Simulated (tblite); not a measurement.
# C5H11N2PSi: the cost of one run

Computed with tblite 0.8.0 and PySCF 2.14.0, with density-fitted response routines of our own, on a single molecule in the gas phase. Atoms are numbered from 0 throughout.

### 1 The starting structure

20 atoms, charge 0, multiplicity 1; geometry from: force field or distance geometry start.

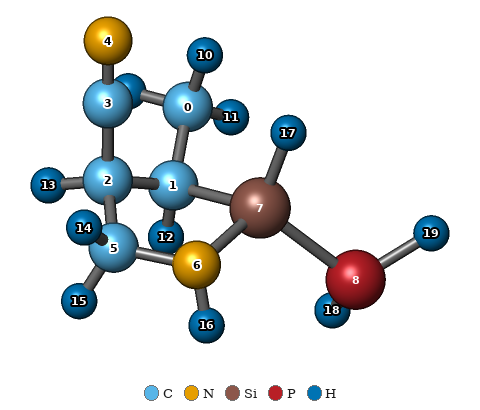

The starting geometry (carbon blue, nitrogen amber, silicon brown, phosphorus red, hydrogen blue), atoms numbered.

### 2 Relaxing the molecule with GFN2-xTB

Job settings and geometry (Å):

```
{"job": {"kind": "relax", "xc": "GFN2-xTB", "basis": "xTB"}, "charge": 0, "multiplicity": 1}
C     -0.808300     1.252300     1.368100
C     -0.502900     0.615500     0.039100
C     -1.229700    -0.673300    -0.187500
C     -1.345600    -1.455400     1.027700
N     -1.433500    -2.105300     2.012900
C     -0.586700    -1.469800    -1.252500
N      0.843100    -1.373100    -1.173100
Si     1.259300    -0.095500     0.035400
P      2.755000     1.319200    -0.673200
H     -1.924400     1.438800     1.367600
H     -0.572600     0.631900     2.252600
H     -0.339700     2.259200     1.409600
H     -0.587500     1.291800    -0.802500
H     -2.266700    -0.420300    -0.515400
H     -0.853400    -2.526600    -1.080800
H     -0.989100    -1.224100    -2.250500
H      1.166300    -0.970900    -2.088200
H      1.559600    -0.666100     1.344200
H      2.148100     2.526100    -1.235700
H      3.703500     1.656200     0.399000
```

Started as:

```bash
$ OMP_NUM_THREADS=1 python probes_run.py task.json out
```

This one command runs all jobs of the session in turn.

Q: Estimate the wall time and peak memory of this first job on 1 thread of Arm Neoverse N1, shared host.

About 3 s, with a peak of 0.18 GiB.
